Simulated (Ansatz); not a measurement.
**Run report: GeH4O, molecular dynamics (part 5 of 5)**

Continued. System: GeH4O. Method: RKS CAM-B3LYP/def2-SVP (Ansatz 0.2.0). It belongs to a series of runs on one base structure; here: dynamics from the start.

Geometry of the input (Å):
```
Ge 0.0395  -0.0086  0.0624
H  0.1211  0.0956  1.5967
H  1.4340  0.0203  -0.5644
H  -0.8354  1.1347  -0.4844
O  -0.6301  -1.5850  -0.4165
H  -1.5196  -1.7465  -0.0825
```

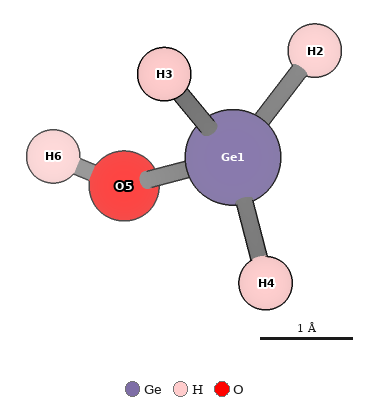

The geometry at step 208 of the log (ball-and-stick view, seen at a tilt; atoms are numbered from 1 in the order of the input).

Trajectory as extended XYZ, continued:
```
6
Properties=species:S:1:pos:R:3:forces:R:3 step=163 time_fs=81.5 energy=-58623.50534 temperature=1399.6
Ge    0.0416   -0.0218    0.0570    0.2423   2.5733   0.3600
H    -0.3637    0.3727    1.5019    0.5920  -0.4567   0.1494
H     1.5386   -0.0030   -0.3779   -0.2604  -0.1714   0.4142
H    -0.6058    1.2435   -0.6063    0.0447  -0.6448  -0.3879
O    -0.7278   -1.5096   -0.3780    2.9492  -5.0664  -0.0410
H     0.0331   -2.3522   -0.2766   -3.5679   3.7659  -0.4947
6
Properties=species:S:1:pos:R:3:forces:R:3 step=165 time_fs=82.5 energy=-58623.82948 temperature=2055.3
Ge    0.0419   -0.0228    0.0553    0.0805   2.7585   0.7846
H    -0.4146    0.3650    1.5067    0.7600  -0.5430  -0.0408
H     1.5392    0.0022   -0.3802   -0.2744  -0.2173   0.4476
H    -0.5823    1.2710   -0.5576   -0.0260  -0.5929  -0.5716
O    -0.7251   -1.5123   -0.3731    1.8788  -3.4729  -0.2386
H    -0.0009   -2.2602   -0.2801   -2.4188   2.0675  -0.3811
6
Properties=species:S:1:pos:R:3:forces:R:3 step=167 time_fs=83.5 energy=-58623.82575 temperature=2020.8
Ge    0.0421   -0.0235    0.0536   -0.1514   2.8817   1.1610
H    -0.4583    0.3521    1.5112    0.9011  -0.5976  -0.1912
H     1.5372    0.0053   -0.3783   -0.2396  -0.2683   0.4528
H    -0.5591    1.2928   -0.5144   -0.0959  -0.5211  -0.7291
O    -0.7214   -1.5169   -0.3683   -1.9052   0.7198  -0.7341
H    -0.0557   -2.1512   -0.2870    1.4909  -2.2145   0.0406
6
Properties=species:S:1:pos:R:3:forces:R:3 step=170 time_fs=85.0 energy=-58623.01546 temperature=447.0
Ge    0.0425   -0.0238    0.0515   -0.4840   2.9567   1.6193
H    -0.5074    0.3220    1.5142    1.0442  -0.5992  -0.3027
H     1.5303    0.0050   -0.3673   -0.0927  -0.3272   0.4150
H    -0.5261    1.3164   -0.4629   -0.1933  -0.3824  -0.9065
O    -0.7195   -1.5218   -0.3622   -9.1217   6.9894  -1.5409
H    -0.0877   -2.0475   -0.2943    8.8475  -8.6372   0.7159
6
Properties=species:S:1:pos:R:3:forces:R:3 step=172 time_fs=86.0 energy=-58623.53515 temperature=1474.3
Ge    0.0426   -0.0235    0.0503   -0.6150   2.8916   1.8290
H    -0.5278    0.2947    1.5128    1.0857  -0.5405  -0.2882
H     1.5244    0.0010   -0.3549    0.0657  -0.3287   0.3701
H    -0.5063    1.3274   -0.4393   -0.2469  -0.2782  -0.9812
O    -0.7241   -1.5206   -0.3592   -3.5552   2.0217  -1.0082
H    -0.0198   -2.0680   -0.2922    3.2657  -3.7659   0.0785
6
Properties=species:S:1:pos:R:3:forces:R:3 step=174 time_fs=87.0 energy=-58623.62207 temperature=1618.3
Ge    0.0427   -0.0228    0.0494   -0.6654   2.7061   1.9348
H    -0.5379    0.2624    1.5087    1.0794  -0.4444  -0.2122
H     1.5191   -0.0062   -0.3391    0.2359  -0.3056   0.3181
H    -0.4889    1.3357   -0.4250   -0.2871  -0.1933  -1.0177
O    -0.7309   -1.5181   -0.3568    1.7602  -2.3553  -0.6507
H     0.0805   -2.1257   -0.2890   -2.1230   0.5925  -0.3723
6
Properties=species:S:1:pos:R:3:forces:R:3 step=176 time_fs=88.0 energy=-58623.25629 temperature=932.4
Ge    0.0427   -0.0217    0.0487   -0.6623   2.4588   1.9293
H    -0.5377    0.2258    1.5026    1.0261  -0.3208  -0.0862
H     1.5161   -0.0162   -0.3202    0.3750  -0.2753   0.2651
H    -0.4742    1.3422   -0.4203   -0.3089  -0.1513  -1.0128
O    -0.7368   -1.5169   -0.3549    3.7435  -3.9936  -0.6276
H     0.1635   -2.1806   -0.2890   -4.1735   2.2823  -0.4678
6
Properties=species:S:1:pos:R:3:forces:R:3 step=179 time_fs=89.5 energy=-58622.97515 temperature=384.7
Ge    0.0425   -0.0196    0.0481   -0.5907   2.0740   1.7194
H    -0.5193    0.1656    1.4924    0.8705  -0.1004   0.1763
H     1.5184   -0.0362   -0.2873    0.4604  -0.2321   0.1945
H    -0.4577    1.3490   -0.4314   -0.3001  -0.1852  -0.9268
O    -0.7414   -1.5195   -0.3526    4.3464  -4.4217  -0.7386
H     0.2128   -2.2211   -0.2973   -4.7865   2.8654  -0.4247
6
Properties=species:S:1:pos:R:3:forces:R:3 step=181 time_fs=90.5 energy=-58623.17632 temperature=768.4
Ge    0.0423   -0.0178    0.0481   -0.4988   1.8205   1.4742
H    -0.4964    0.1239    1.4874    0.7323   0.0558   0.3730
H     1.5253   -0.0523   -0.2628    0.4139  -0.2056   0.1545
H    -0.4502    1.3514   -0.4500   -0.2697  -0.2643  -0.8217
O    -0.7413   -1.5246   -0.3517    4.1841  -4.1351  -0.8083
H     0.1892   -2.2144   -0.3081   -4.5618   2.7287  -0.3717
6
Properties=species:S:1:pos:R:3:forces:R:3 step=183 time_fs=91.5 energy=-58623.61535 temperature=1633.6
Ge    0.0420   -0.0157    0.0482   -0.3801   1.5564   1.1948
H    -0.4665    0.0828    1.4859    0.5851   0.2057   0.5464
H     1.5362   -0.0704   -0.2370    0.2887  -0.1787   0.1159
H    -0.4454    1.3512   -0.4764   -0.2274  -0.3710  -0.6865
O    -0.7386   -1.5322   -0.3512    3.2392  -3.1368  -0.8679
H     0.1224   -2.1820   -0.3223   -3.5055   1.9245  -0.3027
6
Properties=species:S:1:pos:R:3:forces:R:3 step=185 time_fs=92.5 energy=-58623.93234 temperature=2228.2
Ge    0.0417   -0.0135    0.0485   -0.2388   1.2500   0.9408
H    -0.4310    0.0437    1.4896    0.4453   0.3395   0.6500
H     1.5497   -0.0902   -0.2100    0.1066  -0.1465   0.0730
H    -0.4427    1.3475   -0.5094   -0.1831  -0.4843  -0.5318
O    -0.7342   -1.5415   -0.3513    0.0593  -0.2753  -0.9042
H     0.0240   -2.1332   -0.3393   -0.1893  -0.6834  -0.2278
6
Properties=species:S:1:pos:R:3:forces:R:3 step=188 time_fs=94.0 energy=-58623.30354 temperature=1004.6
Ge    0.0411   -0.0098    0.0491    0.0448   0.6309   0.7206
H    -0.3701   -0.0086    1.5067    0.2702   0.5070   0.6022
H     1.5713   -0.1224   -0.1684   -0.1898  -0.0625  -0.0056
H    -0.4419    1.3329   -0.5679   -0.1298  -0.6092  -0.2924
O    -0.7289   -1.5545   -0.3523   -8.8074   7.9103  -0.5260
H    -0.1025   -2.0922   -0.3696    8.8121  -8.3765  -0.4987
6
Properties=species:S:1:pos:R:3:forces:R:3 step=190 time_fs=95.0 energy=-58623.71369 temperature=1814.9
Ge    0.0407   -0.0072    0.0497    0.2903   0.1521   0.7150
H    -0.3260   -0.0377    1.5253    0.1771   0.6066   0.4374
H     1.5838   -0.1447   -0.1405   -0.3411   0.0298  -0.0656
H    -0.4429    1.3161   -0.6107   -0.1056  -0.6258  -0.1443
O    -0.7308   -1.5584   -0.3535   -5.3978   5.3783  -0.3787
H    -0.1018   -2.1474   -0.3951    5.3770  -5.5409  -0.5638
6
Properties=species:S:1:pos:R:3:forces:R:3 step=192 time_fs=96.0 energy=-58624.07813 temperature=2506.8
Ge    0.0404   -0.0047    0.0503    0.5451  -0.3142   0.8069
H    -0.2803   -0.0609    1.5481    0.0911   0.6957   0.1973
H     1.5932   -0.1667   -0.1134   -0.4388   0.1318  -0.1318
H    -0.4450    1.2934   -0.6550   -0.0910  -0.5852  -0.0150
O    -0.7358   -1.5591   -0.3549    0.4500  -0.3509  -0.7843
H    -0.0510   -2.2533   -0.4254   -0.5563   0.4228  -0.0730
6
Properties=species:S:1:pos:R:3:forces:R:3 step=194 time_fs=97.0 energy=-58623.75143 temperature=1883.8
Ge    0.0401   -0.0021    0.0511    0.7579  -0.7587   0.9523
H    -0.2336   -0.0775    1.5727   -0.0015   0.7680  -0.0780
H     1.5983   -0.1875   -0.0875   -0.4852   0.2219  -0.2044
H    -0.4480    1.2651   -0.6994   -0.0877  -0.5011   0.0896
O    -0.7408   -1.5599   -0.3568    2.7762  -3.0605  -1.0957
H    -0.0024   -2.3585   -0.4564   -2.9597   3.3305   0.3361
6
Properties=species:S:1:pos:R:3:forces:R:3 step=196 time_fs=98.0 energy=-58623.36193 temperature=1137.7
Ge    0.0400    0.0003    0.0520    0.8882  -1.1876   1.1000
H    -0.1870   -0.0867    1.5966   -0.1076   0.8207  -0.3431
H     1.5989   -0.2061   -0.0636   -0.4761   0.2899  -0.2815
H    -0.4518    1.2320   -0.7429   -0.0938  -0.3860   0.1681
O    -0.7442   -1.5624   -0.3593    3.3249  -3.8686  -1.2094
H     0.0194   -2.4330   -0.4846   -3.5356   4.3316   0.5659
6
Properties=species:S:1:pos:R:3:forces:R:3 step=199 time_fs=99.5 energy=-58623.28606 temperature=983.6
Ge    0.0400    0.0037    0.0536    0.9067  -1.8026   1.2349
H    -0.1194   -0.0858    1.6257   -0.2899   0.8592  -0.6453
H     1.5914   -0.2288   -0.0330   -0.3527   0.3449  -0.3977
H    -0.4593    1.1759   -0.8051   -0.1143  -0.1827   0.2425
O    -0.7455   -1.5705   -0.3645    3.2051  -3.7672  -1.1674
H    -0.0108   -2.4671   -0.5163   -3.3549   4.5483   0.7330
6
Properties=species:S:1:pos:R:3:forces:R:3 step=201 time_fs=100.5 energy=-58623.60057 temperature=1597.7
Ge    0.0401    0.0056    0.0549    0.8030  -2.1780   1.2258
H    -0.0775   -0.0750    1.6378   -0.4196   0.8555  -0.7552
H     1.5821   -0.2399   -0.0172   -0.2065   0.3497  -0.4701
H    -0.4656    1.1360   -0.8438   -0.1298  -0.0469   0.2722
O    -0.7440   -1.5788   -0.3688    2.5842  -2.8507  -0.9685
H    -0.0711   -2.4356   -0.5288   -2.6313   3.8704   0.6958
6
Properties=species:S:1:pos:R:3:forces:R:3 step=203 time_fs=101.5 energy=-58623.92387 temperature=2219.4
Ge    0.0404    0.0072    0.0563    0.6262  -2.5057   1.1177
H    -0.0397   -0.0560    1.6427   -0.5477   0.8267  -0.7826
H     1.5708   -0.2476   -0.0059   -0.0284   0.3319  -0.5342
H    -0.4732    1.0957   -0.8798   -0.1419   0.0742   0.2950
O    -0.7410   -1.5886   -0.3737    0.6078   0.0182  -0.3370
H    -0.1556   -2.3691   -0.5350   -0.5160   1.2547   0.2411
6
Properties=species:S:1:pos:R:3:forces:R:3 step=205 time_fs=102.5 energy=-58623.61681 temperature=1612.6
Ge    0.0407    0.0086    0.0579    0.4268  -2.7600   0.9053
H    -0.0071   -0.0291    1.6402   -0.6662   0.7744  -0.7237
H     1.5593   -0.2522    0.0003    0.1584   0.3001  -0.5856
H    -0.4820    1.0560   -0.9130   -0.1470   0.1748   0.3172
O    -0.7378   -1.5983   -0.3788   -4.0149   6.8398   1.3302
H    -0.2425   -2.2938   -0.5399    4.2429  -5.3292  -1.2434
6
Properties=species:S:1:pos:R:3:forces:R:3 step=208 time_fs=104.0 energy=-58623.35326 temperature=1110.6
Ge    0.0413    0.0099    0.0605    0.2339  -2.9278   0.4109
H     0.0296    0.0250    1.6240   -0.7993   0.6777  -0.4657
H     1.5453   -0.2538   -0.0009    0.4101   0.2633  -0.6242
H    -0.4980    0.9999   -0.9571   -0.1314   0.3010   0.3578
O    -0.7379   -1.6041   -0.3845   -5.3842   9.5141   2.4739
H    -0.2888   -2.2902   -0.5740    5.6709  -7.8283  -2.1528
6
Properties=species:S:1:pos:R:3:forces:R:3 step=210 time_fs=105.0 energy=-58623.85798 temperature=2095.3
Ge    0.0417    0.0102    0.0623    0.2209  -2.8860  -0.0036
H     0.0446    0.0693    1.6073   -0.8452   0.6156  -0.2034
H     1.5406   -0.2516   -0.0092    0.5126   0.2556  -0.6180
H    -0.5102    0.9659   -0.9823   -0.1048   0.3709   0.3906
O    -0.7421   -1.6011   -0.3866   -0.5862   1.9483   0.5065
H    -0.2526   -2.3786   -0.6209    0.8027  -0.3044  -0.0719
6
Properties=species:S:1:pos:R:3:forces:R:3 step=212 time_fs=106.0 energy=-58623.62620 temperature=1628.9
Ge    0.0422    0.0102    0.0641    0.2789  -2.7794  -0.4509
H     0.0517    0.1194    1.5887   -0.8582   0.5526   0.0790
H     1.5406   -0.2470   -0.0233    0.5198   0.2535  -0.5857
H    -0.5235    0.9355   -1.0037   -0.0715   0.4179   0.4253
O    -0.7467   -1.5966   -0.3883    1.7087  -2.0696  -0.6596
H    -0.2064   -2.4739   -0.6693   -1.5778   3.6250   1.1919
6
Properties=species:S:1:pos:R:3:forces:R:3 step=214 time_fs=107.0 energy=-58623.24386 temperature=910.0
Ge    0.0427    0.0099    0.0659    0.3666  -2.6580  -0.8829
H     0.0505    0.1749    1.5708   -0.8414   0.4846   0.3206
H     1.5456   -0.2400   -0.0431    0.4248   0.2521  -0.5253
H    -0.5374    0.9091   -1.0210   -0.0351   0.4430   0.4586
O    -0.7504   -1.5932   -0.3904    2.3737  -3.3650  -1.0420
H    -0.1737   -2.5367   -0.7072   -2.2886   4.8433   1.6710
6
Properties=species:S:1:pos:R:3:forces:R:3 step=217 time_fs=108.5 energy=-58623.18252 temperature=782.9
Ge    0.0435    0.0086    0.0682    0.4872  -2.4819  -1.3730
H     0.0338    0.2665    1.5500   -0.7692   0.3509   0.4749
H     1.5600   -0.2249   -0.0818    0.1407   0.2452  -0.3814
H    -0.5588    0.8773   -1.0387    0.0189   0.4541   0.4947
O    -0.7533   -1.5919   -0.3946    2.5204  -3.5371  -1.0548
H    -0.1659   -2.5441   -0.7336   -2.3981   4.9688   1.8396
6
Properties=species:S:1:pos:R:3:forces:R:3 step=219 time_fs=109.5 energy=-58623.53625 temperature=1467.2
Ge    0.0442    0.0074    0.0696    0.5151  -2.3459  -1.5330
H     0.0134    0.3319    1.5416   -0.6934   0.2169   0.3920
H     1.5717   -0.2119   -0.1124   -0.0890   0.2296  -0.2565
H    -0.5729    0.8616   -1.0447    0.0505   0.4528   0.5016
O    -0.7534   -1.5937   -0.3983    2.2388  -2.7913  -0.7617
H    -0.1891   -2.4897   -0.7295   -2.0220   4.2378   1.6575
6
Properties=species:S:1:pos:R:3:forces:R:3 step=221 time_fs=110.5 energy=-58623.95186 temperature=2285.6
Ge    0.0449    0.0059    0.0708    0.4720  -2.1612  -1.5564
H    -0.0137    0.3993    1.5368   -0.5956   0.0341   0.1813
H     1.5825   -0.1967   -0.1454   -0.3083   0.1992  -0.1194
H    -0.5865    0.8502   -1.0458    0.0761   0.4480   0.4895
O    -0.7521   -1.5971   -0.4024    0.9127  -0.2955   0.2075
H    -0.2309   -2.3964   -0.7100   -0.5569   1.7756   0.7976
6
Properties=species:S:1:pos:R:3:forces:R:3 step=223 time_fs=111.5 energy=-58623.80190 temperature=1968.2
Ge    0.0457    0.0040    0.0717    0.3671  -1.8952  -1.4743
H    -0.0464    0.4671    1.5337   -0.4756  -0.1902  -0.0952
H     1.5905   -0.1797   -0.1796   -0.4870   0.1537   0.0188
H    -0.5994    0.8431   -1.0423    0.0931   0.4413   0.4551
O    -0.7504   -1.6004   -0.4062   -2.9632   5.7662   2.6812
H    -0.2757   -2.2893   -0.6844    3.4656  -4.2759  -1.5855
6
Properties=species:S:1:pos:R:3:forces:R:3 step=225 time_fs=112.5 energy=-58623.26141 temperature=929.5
Ge    0.0465    0.0020    0.0725    0.2368  -1.5245  -1.3253
H    -0.0837    0.5330    1.5297   -0.3333  -0.4278  -0.3635
H     1.5938   -0.1612   -0.2136   -0.5956   0.1031   0.1484
H    -0.6114    0.8402   -1.0345    0.1011   0.4400   0.3969
O    -0.7506   -1.6003   -0.4084   -6.8807  10.8871   5.0253
H    -0.2866   -2.2230   -0.6741    7.4718  -9.4779  -3.8817
6
Properties=species:S:1:pos:R:3:forces:R:3 step=228 time_fs=114.0 energy=-58623.99234 temperature=2369.3
Ge    0.0478   -0.0015    0.0733    0.0337  -0.8219  -1.0745
H    -0.1451    0.6236    1.5166   -0.0939  -0.7468  -0.6336
H     1.5882   -0.1316   -0.2616   -0.5900   0.0407   0.3101
H    -0.6276    0.8439   -1.0158    0.1003   0.4504   0.2729
O    -0.7573   -1.5897   -0.4069   -0.6737   2.1904   1.4770
H    -0.1899   -2.2649   -0.7164    1.2235  -1.1128  -0.3519
6
Properties=species:S:1:pos:R:3:forces:R:3 step=230 time_fs=115.0 energy=-58623.81274 temperature=1979.3
Ge    0.0487   -0.0040    0.0737   -0.1357  -0.3456  -0.9558
H    -0.1875    0.6755    1.5007    0.0605  -0.9181  -0.6955
H     1.5773   -0.1114   -0.2901   -0.4869   0.0015   0.3859
H    -0.6372    0.8516   -1.0000    0.0957   0.4415   0.1811
O    -0.7630   -1.5799   -0.4043    2.5597  -1.8050  -0.3053
H    -0.0983   -2.3228   -0.7557   -2.0933   2.6257   1.3895
6
Properties=species:S:1:pos:R:3:forces:R:3 step=232 time_fs=116.0 energy=-58623.37952 temperature=1170.8
Ge    0.0495   -0.0065    0.0739   -0.3739   0.0922  -0.9004
H    -0.2293    0.7186    1.4782    0.1970  -1.0481  -0.6616
H     1.5619   -0.0911   -0.3149   -0.3179  -0.0425   0.4305
H    -0.6459    0.8636   -0.9824    0.0966   0.4090   0.0942
O    -0.7674   -1.5710   -0.4018    3.7087  -3.1455  -0.9132
H    -0.0247   -2.3579   -0.7831   -3.3105   3.7349   1.9506
6
Properties=species:S:1:pos:R:3:forces:R:3 step=234 time_fs=117.0 energy=-58623.15102 temperature=726.1
Ge    0.0503   -0.0090    0.0741   -0.6872   0.4756  -0.9109
H    -0.2693    0.7518    1.4494    0.3082  -1.1286  -0.5371
H     1.5435   -0.0713   -0.3357   -0.0946  -0.0908   0.4424
H    -0.6537    0.8795   -0.9639    0.1097   0.3517   0.0181
O    -0.7695   -1.5640   -0.3998    4.0685  -3.4892  -1.0693
H     0.0176   -2.3574   -0.7919   -3.7046   3.8812   2.0568
6
Properties=species:S:1:pos:R:3:forces:R:3 step=237 time_fs=118.5 energy=-58623.38613 temperature=1170.4
Ge    0.0513   -0.0126    0.0740   -1.2393   0.9365  -1.0421
H    -0.3235    0.7812    1.3974    0.4124  -1.1422  -0.1956
H     1.5149   -0.0433   -0.3589    0.2880  -0.1659   0.4082
H    -0.6632    0.9093   -0.9360    0.1569   0.2248  -0.0729
O    -0.7681   -1.5574   -0.3980    3.9048  -3.1032  -0.8915
H     0.0150   -2.2887   -0.7688   -3.5228   3.2501   1.7939
6
Properties=species:S:1:pos:R:3:forces:R:3 step=239 time_fs=119.5 energy=-58623.75884 temperature=1920.7
Ge    0.0518   -0.0149    0.0738   -1.5939   1.1719  -1.1962
H    -0.3548    0.7872    1.3599    0.4316  -1.0749   0.1209
H     1.4988   -0.0265   -0.3695    0.5158  -0.2170   0.3666
H    -0.6678    0.9321   -0.9181    0.2034   0.1197  -0.1205
O    -0.7642   -1.5554   -0.3975    2.6056  -1.6527  -0.1863
H    -0.0288   -2.2036   -0.7316   -2.1626   1.6530   1.0156
6
Properties=species:S:1:pos:R:3:forces:R:3 step=241 time_fs=120.5 energy=-58623.74556 temperature=1862.6
Ge    0.0521   -0.0170    0.0734   -1.8533   1.3666  -1.3916
H    -0.3821    0.7830    1.3236    0.4075  -0.9486   0.4899
H     1.4876   -0.0118   -0.3766    0.6678  -0.2680   0.3293
H    -0.6704    0.9560   -0.9014    0.2541   0.0072  -0.1607
O    -0.7590   -1.5541   -0.3971   -1.6243   2.1783   1.7618
H    -0.0905   -2.1050   -0.6861    2.1481  -2.3356  -1.0286
6
Properties=species:S:1:pos:R:3:forces:R:3 step=243 time_fs=121.5 energy=-58623.08683 temperature=583.1
Ge    0.0521   -0.0189    0.0729   -1.9366   1.5392  -1.6118
H    -0.4054    0.7697    1.2921    0.3473  -0.7733   0.8836
H     1.4827    0.0003   -0.3805    0.7168  -0.3095   0.3136
H    -0.6706    0.9800   -0.8862    0.3012  -0.0987  -0.1957
O    -0.7549   -1.5516   -0.3955   -7.9508   7.0494   4.3352
H    -0.1291   -2.0299   -0.6512    8.5222  -7.4071  -3.7249
6
Properties=species:S:1:pos:R:3:forces:R:3 step=246 time_fs=123.0 energy=-58623.60029 temperature=1608.9
Ge    0.0517   -0.0214    0.0717   -1.6653   1.7788  -1.9191
H    -0.4345    0.7365    1.2617    0.2349  -0.4834   1.4087
H     1.4879    0.0129   -0.3806    0.6084  -0.3218   0.3517
H    -0.6653    1.0140   -0.8671    0.3531  -0.2138  -0.2368
O    -0.7566   -1.5406   -0.3887   -2.2975   2.1606   1.7556
H    -0.0517   -2.0361   -0.6582    2.7664  -2.9204  -1.3602
6
Properties=species:S:1:pos:R:3:forces:R:3 step=248 time_fs=124.0 energy=-58623.63873 temperature=1642.0
Ge    0.0511   -0.0228    0.0705   -1.3084   1.9415  -2.0250
H    -0.4509    0.7081    1.2575    0.1899  -0.3528   1.6017
H     1.4987    0.0175   -0.3766    0.4373  -0.3079   0.4100
H    -0.6577    1.0342   -0.8570    0.3699  -0.2655  -0.2478
O    -0.7604   -1.5310   -0.3826    2.6362  -1.7884  -0.3517
H     0.0468   -2.0857   -0.6846   -2.3248   0.7731   0.6128
6
Properties=species:S:1:pos:R:3:forces:R:3 step=250 time_fs=125.0 energy=-58623.27426 temperature=968.3
Ge    0.0503   -0.0239    0.0691   -0.9447   2.1546  -1.9562
H    -0.4655    0.6764    1.2685    0.2040  -0.3195   1.5874
H     1.5138    0.0192   -0.3686    0.2211  -0.2962   0.4742
H    -0.6465    1.0519   -0.8494    0.3715  -0.3023  -0.2397
O    -0.7627   -1.5224   -0.3765    4.3326  -3.4038  -1.2033
H     0.1262   -2.1302   -0.7066   -4.1845   2.1671   1.3376
```

Results in brief:

```csv
quantity,value
outcome,finished
mean temperature over the second half,1435 K
trajectory,"250 steps, 125 fs"
ensemble,nve_milne
temperature in the input,3000.0 K
time step,0.5 fs
potential energy (last step),−58623.2744 eV
mean-field energy (last step),−58623.2744 eV
largest force (length of the vector) (last step),5.640 eV/Å
wall time,4.3 min (CPU time 8 min)
peak memory,0.13 GiB
```

Remarks:

So short a trajectory is not equilibrated.
